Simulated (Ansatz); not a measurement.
# CHClInNO (SMILES O=C=[N][InH][Cl]) at CCSD(T)/def2-SVP (core potential)

What is the energy change on altering one bond length of CHClInNO at CCSD(T)/def2-SVP (core potential)? 

Program for the calculation: Ansatz 0.2.0.

147 further runs of the same task are left out: 6 that didn't finish, 141 set aside as unsound or not needed. Runs told in other sessions of the task aren't counted.

**1. Starting point**

CHClInNO has 6 atoms, charge 0, and is taken as a singlet. SMILES: `O=C=[N][InH][Cl]`. The coordinates come from a PBE0-D4/def2-TZVP relaxation. This is one conformer, not always the lowest.

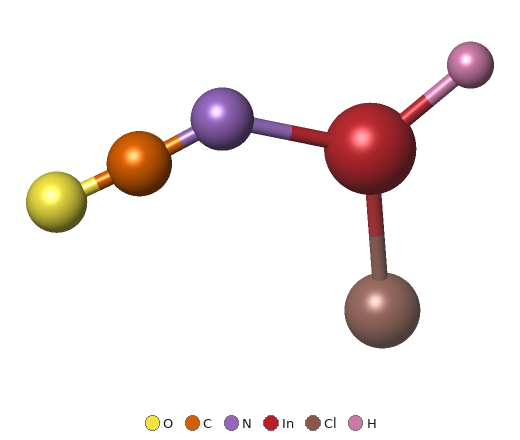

The structure, seen from a chosen angle (oxygen yellow, carbon orange, nitrogen purple, indium red, chlorine brown, hydrogen pink).

**2. A single-point energy at CCSD(T)/def2-SVP (core potential)**

File input.yaml:

```yaml
crystal:
  periodic: [false, false, false]
  atoms:
    - {symbol: O, position_ang: [1.628000, -2.320400, 0.058100]}
    - {symbol: C, position_ang: [0.896600, -1.470900, 0.379300]}
    - {symbol: N, position_ang: [0.136700, -0.626900, 0.782100]}
    - {symbol: In, position_ang: [-0.744200, 1.027900, 0.031300]}
    - {symbol: Cl, position_ang: [-0.127000, 1.382000, -2.172000]}
    - {symbol: H, position_ang: [-1.790100, 2.008300, 0.921200]}
basis:
  gaussian: {orbitals: def2-SVP}
correlation: {method: ccsd_t, frozen_orbitals: {C: 1, Cl: 5, H: 0, In: 4, "N": 1, O: 1}}
accuracy: high
scf: {omitted_lower_state_checks: [cluster_reference, increment]}
```

The run is started by

```sh
$ ansatz run input.yaml --threads 1 --pin off --max-ram 3480MiB --events-out events.jsonl --progress --plain --runs-dir runs
```

What it wrote (excerpt; [...] marks lines left out):

```text
Warning: RAYON_NUM_THREADS=1 ignored (pool sized by the plan → 1); use --threads N
Functional definition: HF
  name "HF"
[...]
2019 factors; integrals over basis functions are off by at most 7.1e-9 eV
[...]
mean field -22211.88907792 eV, -816.2718678545 hartree, gradient 2.4e-8 eV, S^2 0.000000; 0 other end points of the search recorded, 0 dependent functions left out
12 core orbitals not correlated: weight in the atoms' cores, before any rotation towards them, 1.000 or more for the frozen orbitals, at most 0.000 for the correlated occupied ones
reference -22211.88907792 eV, -816.2718678545 hartree; 18, 18 occupied and 61, 61 virtual orbitals, 2019 factors
second order -18.20346271 eV of doubles, -0.00000000 eV of singles
cycle   1  -18.02165212 eV  change    1.8e-1 eV  update   1.3e-1
[...]
cycle  21  -18.73138066 eV  change  -8.0e-11 eV  update   4.2e-9
perturbative correction -0.68298371 eV, -0.0250991886 hartree
Total energy: -22231.30344230 eV, -816.9853325858 hartree
Checks for a lower state left out: cluster_reference, increment
```

It took 46 s on 1 thread of Arm Neoverse V1, shared host; peak memory 0.56 GiB.

**3. The distorted shape, same level**

File job.yaml:

```yaml
crystal:
  periodic: [false, false, false]
  atoms:
    - symbol: O
      position_ang: [1.941769, -2.614519, -0.208869]
    - symbol: C
      position_ang: [1.210369, -1.765019, 0.112331]
    - symbol: N
      position_ang: [0.450469, -0.921019, 0.515131]
    - symbol: In
      position_ang: [-0.430431, 0.733781, -0.235669]
    - symbol: Cl
      position_ang: [0.186769, 1.087881, -2.438969]
    - symbol: H
      position_ang: [-1.790100, 2.008300, 0.921200]
basis:
  gaussian: {orbitals: def2-SVP}
correlation: {method: ccsd_t, frozen_orbitals: {C: 1, Cl: 5, H: 0, In: 4, "N": 1, O: 1}}
accuracy: high
scf: {omitted_lower_state_checks: [cluster_reference, increment]}
```

The run is started by

```sh
$ ansatz run job.yaml --threads 1 --pin off --max-ram 3480MiB --events-out events.jsonl --progress --plain --runs-dir runs
```

What it wrote (excerpt; [...] marks lines left out):

```text
Warning: RAYON_NUM_THREADS=1 ignored (pool sized by the plan → 1); use --threads N
Functional definition: HF
  name "HF"
[...]
2011 factors; integrals over basis functions are off by at most 7.7e-9 eV
[...]
mean field -22210.89070237 eV, -816.2351782296 hartree, gradient 2.6e-8 eV, S^2 0.000000; 0 other end points of the search recorded, 0 dependent functions left out
12 core orbitals not correlated: weight in the atoms' cores, before any rotation towards them, 1.000 or more for the frozen orbitals, at most 0.000 for the correlated occupied ones
reference -22210.89070237 eV, -816.2351782296 hartree; 18, 18 occupied and 61, 61 virtual orbitals, 2011 factors
second order -18.23999200 eV of doubles, -0.00000000 eV of singles
cycle   1  -18.07344089 eV  change    1.7e-1 eV  update   1.4e-1
[...]
cycle  22  -18.85039346 eV  change    1.1e-9 eV  update   2.3e-9
perturbative correction -0.70371624 eV, -0.0258610949 hartree
Total energy: -22230.44481207 eV, -816.9537785067 hartree
Checks for a lower state left out: cluster_reference, increment
```

Run time: 46 s. Hardware: 1 thread of Arm Neoverse V1, shared host; peak memory 0.56 GiB.

**4. Results**

At CCSD(T)/def2-SVP (core potential), 12 core orbitals frozen:

| quantity | value |
| --- | --- |
| first shape: total energy | -816.98533 Eh |
| first shape: correlation energy (12 core orbitals frozen) | -713.5 mEh |
| first shape: (T) correction | -25.10 mEh |
| first shape: T1 diagnostic | 0.015 |
| distorted shape: total energy | -816.95378 Eh |
| distorted shape: correlation energy (12 core orbitals frozen) | -718.6 mEh |
| distorted shape: (T) correction | -25.86 mEh |
| distorted shape: T1 diagnostic | 0.016 |
| energy change with the In4–H6 bond stretched from 1.687 to 2.194 Å | 0.859 eV |

In words: With the In4–H6 bond stretched from 1.687 to 2.194 Å the energy rises by 0.86 eV (19.8 kcal/mol). The first shape isn't relaxed at this level, so the change isn't measured from a minimum. The triples (first shape) make up 3.5 % of the correlation energy. The triples (distorted shape) make up 3.6 % of the correlation energy.
